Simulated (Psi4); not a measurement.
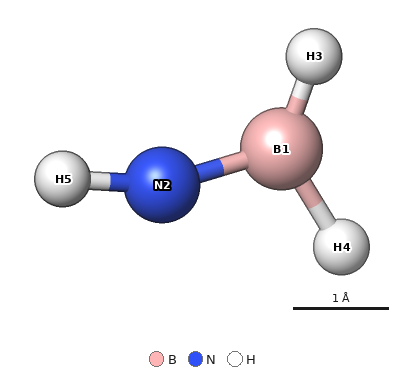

**Figure 1.** The input geometry (ball-and-stick view, seen at a tilt; atoms are numbered from 1 in the order of the input). Bond lengths as drawn: B–H 1.06 to 1.27 Å, B–N 1.39 Å and H–N 1.10 Å.

**Run report: BNH$_{3}$, geometry relaxation (part 1 of 3)**

BNH$_{3}$, multiplicity 2, computed with wB97X-D/aug-cc-pVDZ, UKS (Psi4 1.11).

The atoms were displaced at random from an optimised geometry.

## Input file (run_ase.py)
```python
import numpy as np
from ase.calculators.psi4 import Psi4
from ase import Atoms
from ase.optimize import FIRE

atoms = Atoms(['B', 'N', 'H', 'H', 'H'], positions=[
    [-0.318770, -0.478819, -0.073823],
    [0.465158, 0.664120, -0.062169],
    [-0.422029, -1.026708, 0.824259],
    [-1.010760, -0.491683, -1.136678],
    [1.238695, 1.395319, 0.232316],
])
calc = Psi4(atoms=atoms, method='wb97x-d', basis='aug-cc-pVDZ', memory='1600MB', num_threads=1, charge=0, multiplicity=2, label='bh3n', reference='uks')
atoms.calc = calc

opt = FIRE(atoms)
done = opt.run(fmax=0.05, steps=60)
print('converged:', done)
for s, p in zip(atoms.symbols, atoms.positions):
    print(f'{s:2s} {p[0]:12.6f} {p[1]:12.6f} {p[2]:12.6f}')
```

Run on 1 thread of AMD EPYC (Zen 3), 64 GiB of memory available, shared host.

Launch command:
```bash
python run_ase.py
```

## The program's output
```
gradient() will perform analytic gradient computation.

   => Loading Basis Set <=

    Name: AUG-CC-PVDZ
    Role: ORBITAL
    Keyword: BASIS

   => WB97X-D: Empirical Dispersion <=

    Chai and Head-Gordon Dispersion Correction

        s6 =       1.000000

         ---------------------------------------------------------
                                   SCF
                              UKS Reference
                        1 Threads,   1525 MiB Core
         ---------------------------------------------------------

  ==> Geometry <==

    Molecular point group: c1
    Full point group: C1

    Geometry (in Angstrom), charge = 0, multiplicity = 2:

       Center              X                  Y                   Z               Mass
    ------------   -----------------  -----------------  -----------------  -----------------
         B           -0.450702116725    -0.543940115687    -0.042765223500    11.009305360000
         N            0.394855858652     0.489155707215     0.020880250487    14.003074004430
         H           -0.543928967424    -1.280160828258     0.921594932435     1.007825032230
         H           -1.109734036447    -0.733325612375    -1.038790558806     1.007825032230
         H            1.090788931265     1.158892925759     0.294237975776     1.007825032230

  Running in c1 symmetry.

  Rotational constants: A =      7.33046  B =      0.98751  C =      0.87031 [cm^-1]
  Rotational constants: A = 219761.67895  B =  29604.90419  C =  26091.19416 [MHz]
  Nuclear repulsion =   27.005909714305385

  Charge       = 0
  Multiplicity = 2
  Electrons    = 15
  Nalpha       = 8
  Nbeta        = 7

  ==> Algorithm <==

  SCF Algorithm Type is DF.
  DIIS enabled.
  MOM disabled.
  Fractional occupation disabled.
  Guess Type is SAD.
  Energy threshold   = 1.00e-08
  Density threshold  = 1.00e-08
  Integral threshold = 1.00e-12

  ==> Primary Basis <==

  Basis Set: AUG-CC-PVDZ
    Blend: AUG-CC-PVDZ
    Number of shells: 33
    Number of basis functions: 73
    Number of Cartesian functions: 77
    Spherical Harmonics?: true
    Max angular momentum: 2

  ==> DFT Potential <==

   => LibXC <=

    Version 7.1.2

   => Composite Functional: WB97X-D <=

    wB97X-D Hyb-GGA Exchange-Correlation Functional

    Deriv               =              1
    GGA                 =           TRUE
    Meta                =          FALSE

    Exchange Hybrid     =           TRUE
    MP2 Hybrid          =          FALSE

   => Exchange-Correlation Functionals <=

    1.0000   wB97X-D range-separated functional

   => Exact (HF) Exchange <=

    0.7780            HF,LR [omega = 0.2000]
    0.2220               HF

   => LibXC Density Thresholds  <==

    XC_HYB_GGA_XC_WB97X_D:  1.00E-14

   => Molecular Quadrature <=

    Radial Scheme          =       TREUTLER
    Pruning Scheme         =           NONE
    Nuclear Scheme         =       TREUTLER

    Blocking Scheme        =         OCTREE
    BS radius alpha        =              1
    Pruning alpha          =              1
    Radial Points          =             75
    Spherical Points       =            302
    Total Points           =         110292
    Total Blocks           =            888
    Max Points             =            256
    Max Functions          =             73
    Weights Tolerance      =       1.00E-15

   => Loading Basis Set <=

    Name: (AUG-CC-PVDZ AUX)
    Role: JKFIT
    Keyword: DF_BASIS_SCF

  ==> Integral Setup <==

  DFHelper Memory: AOs need 0.033 GiB; user supplied 0.886 GiB.
  SCF_SUBTYPE=INCORE selected. In-core MEM_DF algorithm will be used.
  Using in-core AOs.

  ==> MemDFJK: Density-Fitted J/K Matrices <==

    J tasked:                   Yes
    K tasked:                   Yes
    wK tasked:                  Yes
    Omega:                2.000E-01
    Memory [MiB]:               906
    Algorithm:                 Core
    Schwarz Cutoff:           1E-12
    Mask sparsity (%):       0.0000
    Fitting Condition:        1E-10

   => Auxiliary Basis Set <=

  Basis Set: (AUG-CC-PVDZ AUX)
    Blend: AUG-CC-PVDZ-JKFIT
    Number of shells: 92
    Number of basis functions: 268
    Number of Cartesian functions: 307
    Spherical Harmonics?: true
    Max angular momentum: 3

  Cached 100.0% of DFT collocation blocks in 0.232 [GiB].

  Minimum eigenvalue in the overlap matrix is 2.0864584550E-04.
  Reciprocal condition number of the overlap matrix is 2.7120670143E-05.
    Using symmetric orthogonalization.

  ==> Pre-Iterations <==

  SCF Guess: Superposition of Atomic Densities via on-the-fly atomic UHF (no occupation information).

   -------------------------
    Irrep   Nso     Nmo
   -------------------------
     A         73      73
   -------------------------
    Total      73      73
   -------------------------

  ==> Iterations <==

                           Total Energy        Delta E     RMS |[F,P]|

   @DF-UKS iter SAD:   -80.48072106791581   -8.04807e+01   0.00000e+00
   @DF-UKS iter   1:   -81.14799618873008   -6.67275e-01   8.24878e-03 ADIIS/DIIS
   @DF-UKS iter   2:   -81.09389764707056    5.40985e-02   9.48613e-03 ADIIS/DIIS
   @DF-UKS iter   3:   -81.32521967447454   -2.31322e-01   8.98551e-04 ADIIS/DIIS
   @DF-UKS iter   4:   -81.32919973623727   -3.98006e-03   4.16657e-04 ADIIS/DIIS
   @DF-UKS iter   5:   -81.33061663323231   -1.41690e-03   1.52805e-04 ADIIS/DIIS
   @DF-UKS iter   6:   -81.33106348030964   -4.46847e-04   3.70911e-05 DIIS
   @DF-UKS iter   7:   -81.33108806898618   -2.45887e-05   9.65906e-06 DIIS
   @DF-UKS iter   8:   -81.33108942424587   -1.35526e-06   2.80480e-06 DIIS
   @DF-UKS iter   9:   -81.33108955092919   -1.26683e-07   1.07467e-06 DIIS
   @DF-UKS iter  10:   -81.33108957493485   -2.40057e-08   3.88233e-07 DIIS
   @DF-UKS iter  11:   -81.33108957780425   -2.86940e-09   1.29488e-07 DIIS
   @DF-UKS iter  12:   -81.33108957810892   -3.04667e-10   3.74710e-08 DIIS
   @DF-UKS iter  13:   -81.33108957814274   -3.38218e-11   2.36624e-08 DIIS
   @DF-UKS iter  14:   -81.33108957816550   -2.27658e-11   1.48577e-08 DIIS
   @DF-UKS iter  15:   -81.33108957817916   -1.36566e-11   3.79912e-09 DIIS
  Energy and wave function converged.

  ==> Post-Iterations <==

   Electrons on quadrature grid:
      Nalpha   =    7.9999999763 ; deviation = -2.369e-08
      Nbeta    =    6.9999992599 ; deviation = -7.401e-07
      Ntotal   =   14.9999992362 ; deviation = -7.638e-07

   @Spin Contamination Metric:   8.605754631E-03
   @S^2 Expected:                7.500000000E-01
   @S^2 Observed:                7.586057546E-01
   @S   Expected:                5.000000000E-01
   @S   Observed:                5.000000000E-01

    Orbital Energies [Eh]
    ---------------------

    Alpha Occupied:

       1A    -14.482756     2A     -6.858726     3A     -0.967212
       4A     -0.666555     5A     -0.515976     6A     -0.494703
       7A     -0.406242     8A     -0.356781

    Alpha Virtual:

       9A      0.036496    10A      0.050619    11A      0.051890
      12A      0.059490    13A      0.079426    14A      0.098880
      15A      0.109230    16A      0.112908    17A      0.160074
      18A      0.179593    19A      0.180986    20A      0.214222
      21A      0.234279    22A      0.244083    23A      0.267096
      24A      0.306701    25A      0.333118    26A      0.346083
      27A      0.352426    28A      0.387358    29A      0.419123
      30A      0.427345    31A      0.435828    32A      0.475418
      33A      0.478482    34A      0.502869    35A      0.516103
      36A      0.516426    37A      0.544059    38A      0.586930
      39A      0.602063    40A      0.610867    41A      0.693129
      42A      0.705714    43A      0.731165    44A      0.853827
      45A      0.898236    46A      0.905805    47A      1.009823
      48A      1.050896    49A      1.055437    50A      1.146804
      51A      1.170562    52A      1.232766    53A      1.283702
      54A      1.340266    55A      1.468004    56A      1.529403
      57A      1.684639    58A      1.785703    59A      1.862435
      60A      1.881431    61A      1.885891    62A      1.958279
      63A      1.992530    64A      2.186614    65A      2.227875
      66A      2.308690    67A      2.316383    68A      2.392384
      69A      2.495655    70A      2.511227    71A      2.771814
      72A      2.851741    73A      3.668325

    Beta Occupied:

       1A    -14.467114     2A     -6.859796     3A     -0.916721
       4A     -0.653241     5A     -0.496718     6A     -0.443033
       7A     -0.384306

    Beta Virtual:

       8A     -0.052225     9A      0.040395    10A      0.053370
      11A      0.056995    12A      0.064855    13A      0.082064
      14A      0.098575    15A      0.114893    16A      0.119553
      17A      0.165045    18A      0.183442    19A      0.190179
      20A      0.215952    21A      0.237829    22A      0.244701
      23A      0.271327    24A      0.317297    25A      0.337944
      26A      0.346453    27A      0.358583    28A      0.392070
      29A      0.419938    30A      0.430213    31A      0.440211
      32A      0.480006    33A      0.491613    34A      0.505544
      35A      0.515356    36A      0.521432    37A      0.546734
      38A      0.588120    39A      0.606485    40A      0.618636
      41A      0.703620    42A      0.718630    43A      0.738954
      44A      0.860340    45A      0.899684    46A      0.912381
      47A      1.015068    48A      1.050906    49A      1.063149
      50A      1.161706    51A      1.183926    52A      1.232047
      53A      1.318927    54A      1.348588    55A      1.475851
      56A      1.540382    57A      1.695529    58A      1.793245
      59A      1.870903    60A      1.889818    61A      1.903729
      62A      1.969089    63A      2.001894    64A      2.205600
      65A      2.238991    66A      2.337396    67A      2.373885
      68A      2.426343    69A      2.518282    70A      2.524966
      71A      2.784293    72A      2.878125    73A      3.686775

    Final Occupation by Irrep:
              A
    DOCC [     7 ]
    SOCC [     1 ]
    NA   [     8 ]
    NB   [     7 ]

  @DF-UKS Final Energy:   -81.33108957817916

   => Energetics <=

    Nuclear Repulsion Energy =             27.0059097143053854
    One-Electron Energy =                -162.1585163436580501
    Two-Electron Energy =                  62.0101507400075604
    DFT Exchange-Correlation Energy =      -8.1880956508294247
    Empirical Dispersion Energy =          -0.0005380380046252
    VV10 Nonlocal Energy =                  0.0000000000000000
    Total Energy =                        -81.3310895781791601

  UHF NO Occupations:
  HONO-2 :    6  A 1.9985642
  HONO-1 :    7  A 1.9982610
  HONO-0 :    8  A 1.0000000
  LUNO+0 :    9  A 0.0017390
  LUNO+1 :   10  A 0.0014358
  LUNO+2 :   11  A 0.0007099
  LUNO+3 :   12  A 0.0002507

Computation Completed

Properties will be evaluated at   0.000000,   0.000000,   0.000000 [a0]

Properties computed using the SCF density matrix

 Multipole Moments:

 ------------------------------------------------------------------------------------
     Multipole            Electronic (a.u.)      Nuclear  (a.u.)        Total (a.u.)
 ------------------------------------------------------------------------------------

 L = 1.  Multiply by 2.5417464519 to convert [e a0] to [Debye]
 Dipole X            :          0.4603600           -0.0990096            0.3613504
 Dipole Y            :          0.6233957           -0.2838447            0.3395510
 Dipole Z            :         -0.0646334            0.2066944            0.1420611
 Magnitude           :                                                    0.5158006

 ------------------------------------------------------------------------------------

	total time  =          7 seconds =       0.12 minutes

         ------------------------------------------------------------
                                   SCF GRAD
         ------------------------------------------------------------

  ==> Geometry <==

    Molecular point group: c1
    Full point group: C1

    Geometry (in Angstrom), charge = 0, multiplicity = 2:

       Center              X                  Y                   Z               Mass
    ------------   -----------------  -----------------  -----------------  -----------------
         B           -0.450702116725    -0.543940115687    -0.042765223500    11.009305360000
         N            0.394855858652     0.489155707215     0.020880250487    14.003074004430
         H           -0.543928967424    -1.280160828258     0.921594932435     1.007825032230
         H           -1.109734036447    -0.733325612375    -1.038790558806     1.007825032230
         H            1.090788931265     1.158892925759     0.294237975776     1.007825032230

  Nuclear repulsion =   27.005909714305385

  ==> Basis Set <==

  Basis Set: AUG-CC-PVDZ
    Blend: AUG-CC-PVDZ
    Number of shells: 33
    Number of basis functions: 73
    Number of Cartesian functions: 77
    Spherical Harmonics?: true
    Max angular momentum: 2

  ==> DFJKGrad: Density-Fitted SCF Gradients <==

    Gradient:                    1
    J tasked:                  Yes
    K tasked:                  Yes
    wK tasked:                 Yes
    Omega:               2.000E-01
    Integrals threads:           1
    Memory [MiB]:             1144
    Schwarz Cutoff:          1E-12
    Fitting Condition:       1E-10

   => Auxiliary Basis Set <=

  Basis Set: (AUG-CC-PVDZ AUX)
    Blend: AUG-CC-PVDZ-JKFIT
    Number of shells: 92
    Number of basis functions: 268
    Number of Cartesian functions: 307
    Spherical Harmonics?: true
    Max angular momentum: 3

  ==> DFT Potential <==

   => LibXC <=

    Version 7.1.2

   => Composite Functional: WB97X-D <=

    wB97X-D Hyb-GGA Exchange-Correlation Functional

    Deriv               =              1
    GGA                 =           TRUE
    Meta                =          FALSE

    Exchange Hybrid     =           TRUE
    MP2 Hybrid          =          FALSE

   => Exchange-Correlation Functionals <=

    1.0000   wB97X-D range-separated functional

   => Exact (HF) Exchange <=

    0.7780            HF,LR [omega = 0.2000]
    0.2220               HF

   => LibXC Density Thresholds  <==

    XC_HYB_GGA_XC_WB97X_D:  1.00E-14

   => Molecular Quadrature <=

    Radial Scheme          =       TREUTLER
    Pruning Scheme         =           NONE
    Nuclear Scheme         =       TREUTLER

    Blocking Scheme        =         OCTREE
    BS radius alpha        =              1
    Pruning alpha          =              1
    Radial Points          =             75
    Spherical Points       =            302
    Total Points           =         110292
    Total Blocks           =            888
    Max Points             =            256
    Max Functions          =             73
    Weights Tolerance      =       1.00E-15

  -Total Gradient:
     Atom            X                  Y                   Z
    ------   -----------------  -----------------  -----------------
       1        0.000055344010     0.000299302560    -0.000493866678
       2        0.000024480079    -0.000121520060     0.000249410891
       3        0.000222670970    -0.000167326279     0.000746262506
       4        0.000394765370     0.000590043901    -0.000105049936
       5       -0.000371784521    -0.000240072371    -0.000372191481

	total time  =          1 seconds =       0.02 minutes
```
